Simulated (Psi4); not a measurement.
Geometry relaxation of GeO (charge +1) (part 4 of 4)

GeO, charge +1, multiplicity 2; MP2/pcseg-1, UHF (Psi4 1.11). The starting geometry was optimised with mp2/pcseg-1.

Geometry of the input (Å):
```
O  0.0000  0.0000  -0.0634
Ge 0.0000  0.0000  1.6083
```

Standard output:
```
Some dependencies such as QCElemental have not yet finished migration to pydantic v2. If issues are encountered please downgrade pydantic or upgrade QCElemental as appropriate
Optimizer: Optimization complete!
mp2 energy: -2149.7807182452 Eh
2
1 2 GeO
O                     0.000000000000     0.000000000000    -1.390973574970
Ge                    0.000000000000     0.000000000000     0.300976042910

CURRENT CORRELATION ENERGY                         -0.2242281787
CURRENT ENERGY                                  -2149.7807182452
CURRENT REFERENCE ENERGY                        -2149.5564900665
DD SOLVATION ENERGY                                 0.0000000000
HF KINETIC ENERGY                                2151.0467213723
HF POTENTIAL ENERGY                             -4300.6032114388
HF TOTAL ENERGY                                 -2149.5564900665
HF VIRIAL RATIO                                     1.9993072064
MP2 CORRELATION ENERGY                             -0.2242281787
MP2 DOUBLES ENERGY                                 -0.2242281787
MP2 OPPOSITE-SPIN CORRELATION ENERGY               -0.1651526467
MP2 SAME-SPIN CORRELATION ENERGY                   -0.0590755319
MP2 SINGLES ENERGY                                  0.0000000000
MP2 TOTAL ENERGY                                -2149.7807182452
NUCLEAR REPULSION ENERGY                           80.0670212044
ONE-ELECTRON ENERGY                             -3143.9626048275
OPTIMIZATION ITERATIONS                             3.0000000000
PCM POLARIZATION ENERGY                             0.0000000000
PE ENERGY                                           0.0000000000
SCF ITERATION ENERGY                            -2149.5564900665
SCF ITERATIONS                                     14.0000000000
SCF TOTAL ENERGY                                -2149.5564900665
SCS(N)-MP2 CORRELATION ENERGY                      -0.1039729362
SCS(N)-MP2 TOTAL ENERGY                         -2149.6604630027
SCS-MP2 CORRELATION ENERGY                         -0.2178750200
SCS-MP2 TOTAL ENERGY                            -2149.7743650866
SOS-MP2 CORRELATION ENERGY                         -0.2146984407
SOS-MP2 TOTAL ENERGY                            -2149.7711885073
TWO-ELECTRON ENERGY                               914.3390935566
```

Trajectory as extended XYZ (Å, eV, eV/Å), 3 frames, from step=0 to step=2:
```
2
Properties=species:S:1:pos:R:3:forces:R:3 step=0 energy=-58498.50702
O     0.0000    0.0000   -0.0634    0.0000   0.0000  -0.6414
Ge    0.0000    0.0000    1.6083    0.0000   0.0000   0.6414
2
Properties=species:S:1:pos:R:3:forces:R:3 step=1 energy=-58498.51325
O     0.0000    0.0000   -0.0771    0.0000   0.0000  -0.1136
Ge    0.0000    0.0000    1.6112    0.0000   0.0000   0.1136
2
Properties=species:S:1:pos:R:3:forces:R:3 step=2 energy=-58498.51347
O     0.0000    0.0000   -0.0801    0.0000   0.0000  -0.0055
Ge    0.0000    0.0000    1.6119    0.0000   0.0000   0.0055
```

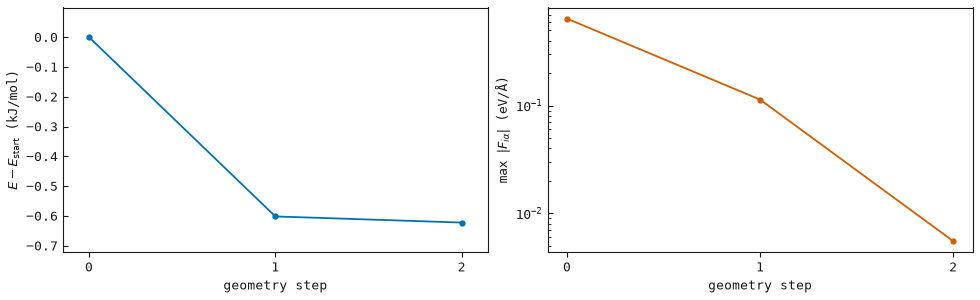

*Progress of the relaxation, step by step (steps are counted from 0).*

The energy falls by 0.62 kJ/mol in 2 geometry steps. Largest force component: 0.64 eV/Å at the start, 0.0055 eV/Å at the end. The largest moves after the best rigid fit, 0.010 Å, are those of O1 and Ge2. By element the largest moves are Ge 0.010 Å, O 0.010 Å. Among the contacts that change: O1–Ge2 1.672 → 1.692 Å. (Atoms are counted from 1 in the order of the input.)

Summary:

- outcome: converged
- total energy: −2149.780718 hartree
- SCF energy: −2149.556490 hartree
- MP2 energy: −2149.780718 hartree
- correlation energy: −0.224228 hartree
- basis functions: 41
- ⟨S²⟩: 0.801
- wall time: 5.4 s
- peak memory: 0.64 GiB
